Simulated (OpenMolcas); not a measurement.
Run report: CF2O, excited-state calculation (part 3 of 3)

CF2O; CASPT2/STO-3G (OpenMolcas 26.06). The geometry comes from this level: PBE0-D4/def2-TZVP.

Geometry of the input (Å):
```
O  -1.2427  -0.1574  0.1539
C  -0.0918  -0.0116  0.0114
F  0.8455  -0.8267  0.4247
F  0.4890  0.9957  -0.5900
```

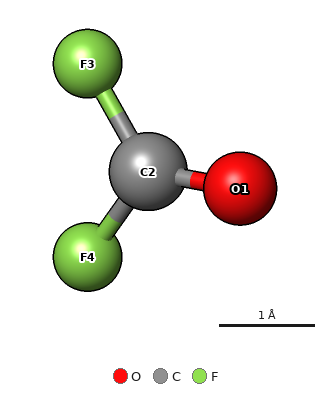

**Figure 1.** The structure (ball-and-stick view, seen at a tilt; atoms are numbered from 1 in the order of the input).

Output, continued:
```
 Variance of |WF0>:       0.2758209035

 The contributions to the second order correlation energy in atomic units.
-----------------------------------------------------------------------------------------------------------------------------
  IT.      VJTU        VJTI        ATVX        AIVX        VJAI        BVAT        BJAT        BJAI        TOTAL       RNORM
-----------------------------------------------------------------------------------------------------------------------------
   1    -0.002402   -0.014930   -0.000000   -0.025396   -0.026584   -0.000667   -0.002019   -0.019615   -0.091613    0.000627
   2    -0.002408   -0.014945   -0.000000   -0.025414   -0.026609   -0.000669   -0.002024   -0.019624   -0.091693    0.000014
-----------------------------------------------------------------------------------------------------------------------------

  FINAL CASPT2 RESULT:

      Reference energy:        -307.3504946708
      E2 (Non-variational):      -0.0916933956
      Shift correction:          -0.0097455368
      E2 (Variational):          -0.1014389324
      Total energy:            -307.4519336032
      Residual norm:              0.0000005586
      Reference weight:           0.96854

      Contributions to the CASPT2 correlation energy
      Active & Virtual Only:         -0.0006690021
      One Inactive Excited:          -0.0298460358
      Two Inactive Excited:          -0.0611783577

++ Denominators, etc.
--------------------------------------------------------------------------------------------------------------
 Report on small energy denominators, large coefficients, and large energy contributions.
CASE  SYMM ACTIVE-MIX  NON-ACTIVE INDICES          DENOMINATOR     RHS VALUE       COEFFICIENT     CONTRIBUTION
VJTU     1  Mu1.0001  In1.011                       0.93495198      0.04164161     -0.03069430     -0.00127816
VJTIP    1  Mu1.0003  In1.009 In1.009               2.67821021      0.07788531     -0.02625642     -0.00204499
VJTIM    1  Mu1.0001  In1.011 In1.009               2.24862434      0.07920976     -0.03097393     -0.00245344
AIVX     1  Mu1.0005  In1.007 Se1.020               3.06373827      0.11346813     -0.03350737     -0.00380202
AIVX     1  Mu1.0005  In1.013 Se1.020               2.18380345     -0.08359811      0.03351045     -0.00280141
AIVX     1  Mu1.0008  In1.013 Se1.020               2.54766785      0.08632796     -0.03029290     -0.00261512
VJAIP    1  Mu1.0002  Se1.019 In1.009 In1.008       2.68229326     -0.09764188      0.03291158     -0.00321355
VJAIP    1  Mu1.0001  Se1.019 In1.011 In1.008       2.25752965     -0.07433161      0.02858709     -0.00212492
VJAIM    1  Mu1.0001  Se1.019 In1.011 In1.008       2.25752965      0.06606766     -0.02554774     -0.00168788
VJAIM    1  Mu1.0001  Se1.019 In1.012 In1.009       2.01789633      0.06079388     -0.02694281     -0.00163796
BJAIP    1  Se1.019 In1.008 Se1.019 In1.008         2.70564442      0.07955887     -0.02640185     -0.00210050
--

   (Skipping property calculation,
    use PROP keyword to activate)
--

++ CASPT2 computation for group   2

********************************************************************************
 Multi-State initialization phase begins for group   2
--------------------------------------------------------------------------------
********************************************************************************
 Compute H0 matrices for state    2
--------------------------------------------------------------------------------
--------------------------------------------------------------------------------
 H0 matrices have been computed.

********************************************************************************
  CASPT2 EQUATION SOLUTION
--------------------------------------------------------------------------------

  Total nr of CASPT2 parameters:
   Before reduction:        3434
   After  reduction:        2598

 Variance of |WF0>:       0.2390533868

 The contributions to the second order correlation energy in atomic units.
-----------------------------------------------------------------------------------------------------------------------------
  IT.      VJTU        VJTI        ATVX        AIVX        VJAI        BVAT        BJAT        BJAI        TOTAL       RNORM
-----------------------------------------------------------------------------------------------------------------------------
   1    -0.003812   -0.015279   -0.000000   -0.013924   -0.026539   -0.000412   -0.000826   -0.019416   -0.080208    0.000347
   2    -0.003824   -0.015284   -0.000000   -0.013932   -0.026548   -0.000412   -0.000826   -0.019419   -0.080246    0.000013
-----------------------------------------------------------------------------------------------------------------------------

  FINAL CASPT2 RESULT:

      Reference energy:        -307.1128196670
      E2 (Non-variational):      -0.0802458648
      Shift correction:          -0.0088809321
      E2 (Variational):          -0.0891267969
      Total energy:            -307.2019464639
      Residual norm:              0.0000004734
      Reference weight:           0.97125

      Contributions to the CASPT2 correlation energy
      Active & Virtual Only:         -0.0004124751
      One Inactive Excited:          -0.0185818164
      Two Inactive Excited:          -0.0612515734

++ Denominators, etc.
--------------------------------------------------------------------------------------------------------------
 Report on small energy denominators, large coefficients, and large energy contributions.
CASE  SYMM ACTIVE-MIX  NON-ACTIVE INDICES          DENOMINATOR     RHS VALUE       COEFFICIENT     CONTRIBUTION
VJTU     1  Mu1.0006  In1.009                       1.48239917     -0.04781516      0.02755159     -0.00131738
VJTU     1  Mu1.0002  In1.011                       0.77247821     -0.03392870      0.03104865     -0.00105344
VJTIP    1  Mu1.0005  In1.009 In1.009               2.82329077     -0.08953358      0.02869124     -0.00256883
VJTIM    1  Mu1.0002  In1.011 In1.009               2.18400184      0.07259818     -0.02945111     -0.00213810
AIVX     1  Mu1.0003  In1.008 Se1.019               1.48507786      0.06174789     -0.03496946     -0.00215929
VJAIP    1  Mu1.0003  Se1.019 In1.009 In1.008       2.76426769      0.09903652     -0.03233407     -0.00320225
--

   (Skipping property calculation,
    use PROP keyword to activate)
--

++ CASPT2 computation for group   3

********************************************************************************
 Multi-State initialization phase begins for group   3
--------------------------------------------------------------------------------
********************************************************************************
 Compute H0 matrices for state    3
--------------------------------------------------------------------------------
--------------------------------------------------------------------------------
 H0 matrices have been computed.

********************************************************************************
  CASPT2 EQUATION SOLUTION
--------------------------------------------------------------------------------

  Total nr of CASPT2 parameters:
   Before reduction:        3434
   After  reduction:        2886

 Variance of |WF0>:       0.2844745179

 The contributions to the second order correlation energy in atomic units.
-----------------------------------------------------------------------------------------------------------------------------
  IT.      VJTU        VJTI        ATVX        AIVX        VJAI        BVAT        BJAT        BJAI        TOTAL       RNORM
-----------------------------------------------------------------------------------------------------------------------------
   1    -0.006164   -0.024287   -0.000000   -0.028377   -0.030560   -0.001083   -0.002513   -0.019582   -0.112566    0.000332
   2    -0.006169   -0.024295   -0.000000   -0.028385   -0.030566   -0.001085   -0.002514   -0.019584   -0.112598    0.000010
-----------------------------------------------------------------------------------------------------------------------------

  FINAL CASPT2 RESULT:

      Reference energy:        -306.8912165415
      E2 (Non-variational):      -0.1125980775
      Shift correction:          -0.0161715831
      E2 (Variational):          -0.1287696606
      Total energy:            -307.0199862021
      Residual norm:              0.0000004267
      Reference weight:           0.94885

      Contributions to the CASPT2 correlation energy
      Active & Virtual Only:         -0.0010852456
      One Inactive Excited:          -0.0370680277
      Two Inactive Excited:          -0.0744448042

++ Denominators, etc.
--------------------------------------------------------------------------------------------------------------
 Report on small energy denominators, large coefficients, and large energy contributions.
CASE  SYMM ACTIVE-MIX  NON-ACTIVE INDICES          DENOMINATOR     RHS VALUE       COEFFICIENT     CONTRIBUTION
VJTU     1  Mu1.0001  In1.009                       0.26509653      0.00000000     -0.00000000     -0.00000000
VJTU     1  Mu1.0001  In1.010                       0.25057758      0.00000007     -0.00000012     -0.00000000
VJTU     1  Mu1.0001  In1.011                       0.22528637      0.01968018     -0.03627564     -0.00071391
VJTU     1  Mu1.0003  In1.011                       0.74685243      0.05928342     -0.05808635     -0.00344356
VJTU     1  Mu1.0007  In1.011                       1.29660277      0.04101085     -0.02676707     -0.00109774
VJTU     1  Mu1.0001  In1.012                       0.09327651     -0.00000041      0.00000085     -0.00000000
VJTU     1  Mu1.0001  In1.013                       0.10497577     -0.00000005      0.00000013     -0.00000000
VJTU     1  Mu1.0001  In1.014                       0.08667064     -0.00000000      0.00000000     -0.00000000
VJTIP    1  Mu1.0006  In1.009 In1.009               2.59129528      0.07616631     -0.02641655     -0.00201205
VJTIP    1  Mu1.0001  In1.011 In1.011               1.14394263     -0.06704218      0.04802898     -0.00321997
VJTIP    1  Mu1.0001  In1.012 In1.012               0.87992292     -0.07431817      0.06298562     -0.00468098
VJTIM    1  Mu1.0002  In1.011 In1.009               2.16752315     -0.06366429      0.02585645     -0.00164613
AIVX     1  Mu1.0001  In1.010 Se1.019               0.71633024      0.02826387     -0.02827353     -0.00079912
AIVX     1  Mu1.0003  In1.012 Se1.019               1.10033695      0.05535183     -0.04085189     -0.00226123
AIVX     1  Mu1.0005  In1.012 Se1.019               1.19621037     -0.04516434      0.03112470     -0.00140573
AIVX     1  Mu1.0001  In1.013 Se1.019               0.57072844     -0.03841216      0.04478249     -0.00172019
AIVX     1  Mu1.0001  In1.007 Se1.020               1.88449952     -0.06004629      0.02760551     -0.00165761
AIVX     1  Mu1.0001  In1.010 Se1.020               1.14214260     -0.05396682      0.03735573     -0.00201597
AIVX     1  Mu1.0001  In1.013 Se1.020               0.99654080      0.05466297     -0.04252341     -0.00232446
AIVX     1  Mu1.0008  In1.013 Se1.020               2.08823792      0.06704591     -0.02796141     -0.00187470
VJAIP    1  Mu1.0004  Se1.019 In1.009 In1.008       2.68775357     -0.09532651      0.03202669     -0.00305299
VJAIM    1  Mu1.0001  Se1.019 In1.012 In1.009       1.46547404      0.04499032     -0.02711098     -0.00121973
--

   (Skipping property calculation,
    use PROP keyword to activate)
--

  Total CASPT2 energies:

  State-specific CASPT2 energies obtained using
  rotated states do not have a well-defined physical
  meaning, however they can be extracted from the
  diagonal of the effective Hamiltonian.

++ Multi-State CASPT2 section:
********************************************************************************
  MULTI-STATE CASPT2 SECTION
--------------------------------------------------------------------------------

  Output diagonal energies have been shifted. Add    307.00000000000000

  Effective Hamiltonian matrix (Symmetric):

                1               2               3
   1      -614.43567236
   2         0.00000000   -614.20194646
   3        -0.06433815     -0.00000000   -614.03624745

       Total RMS-CASPT2 energies:
::    RMS-CASPT2 Root  1     Total energy:   -307.44577997
::    RMS-CASPT2 Root  2     Total energy:   -307.20194646
::    RMS-CASPT2 Root  3     Total energy:   -307.02613983

       Eigenvectors:
            0.98788340      0.00000000     -0.15519790
           -0.00000000      1.00000000     -0.00000000
            0.15519790      0.00000000      0.98788340

       In terms of the input states:
            0.99944007      0.00000000      0.03345949
           -0.00000000      1.00000000     -0.00000000
           -0.03345949      0.00000000      0.99944007

--

  THE ORIGINAL CI ARRAYS ARE NOW MIXED AS LINEAR
  COMBINATIONS, GIVEN BY THE EIGENVECTORS.
  A NEW JOBIPH FILE NAMED 'JOBMIX' IS PREPARED.
********************************************************************************

++ Mixed CI coefficients:
  The CI coefficients for the MIXED state nr.   1
--------------------------------------------------------------------------------
 CI COEFFICIENTS LARGER THAN  5.00E-02
  Occupation of active orbitals, and spin coupling
  of open shells. (u,d: Spin up or down).
  SGUGA info is (Midvert:IsyUp:UpperWalk/LowerWalk)
        Conf  SGUGA info        Occupation    Coefficient         Weight
           1  ( 1:1:   1/   1)   2200            0.920867       0.847996
           4  ( 2:1:   1/   2)   u2d0           -0.352154       0.124012
          10  ( 3:1:   2/   2)   udud            0.067796       0.004596
          12  ( 3:1:   1/   3)   0220           -0.114399       0.013087
          15  ( 4:1:   1/   1)   uudd           -0.085667       0.007339

  The CI coefficients for the MIXED state nr.   2
--------------------------------------------------------------------------------
 CI COEFFICIENTS LARGER THAN  5.00E-02
  Occupation of active orbitals, and spin coupling
  of open shells. (u,d: Spin up or down).
  SGUGA info is (Midvert:IsyUp:UpperWalk/LowerWalk)
        Conf  SGUGA info        Occupation    Coefficient         Weight
           2  ( 2:1:   1/   1)   2ud0            0.992284       0.984627
           7  ( 3:1:   2/   1)   20ud           -0.105011       0.011027
           9  ( 3:1:   1/   2)   ud20            0.062559       0.003914

  The CI coefficients for the MIXED state nr.   3
--------------------------------------------------------------------------------
 CI COEFFICIENTS LARGER THAN  5.00E-02
  Occupation of active orbitals, and spin coupling
  of open shells. (u,d: Spin up or down).
  SGUGA info is (Midvert:IsyUp:UpperWalk/LowerWalk)
        Conf  SGUGA info        Occupation    Coefficient         Weight
           1  ( 1:1:   1/   1)   2200           -0.295859       0.087533
           3  ( 2:1:   2/   1)   2u0d           -0.473750       0.224439
           4  ( 2:1:   1/   2)   u2d0           -0.820947       0.673955
           8  ( 3:1:   3/   1)   2002            0.097790       0.009563

--

--- Stop Module: caspt2 /rc=_RC_ALL_IS_WELL_ ---

.##################.
.# Happy landing! #.
.##################.

    Timing: Wall=1.67 User=1.31 System=0.35
```

Summary:

| quantity | value |
| --- | --- |
| outcome | converged |
| total energy | −307.445780 hartree |
| CASSCF energy | −307.350495 hartree |
| basis functions | 20 |
| wall time | 1.9 s |
| peak memory | 0.37 GiB |
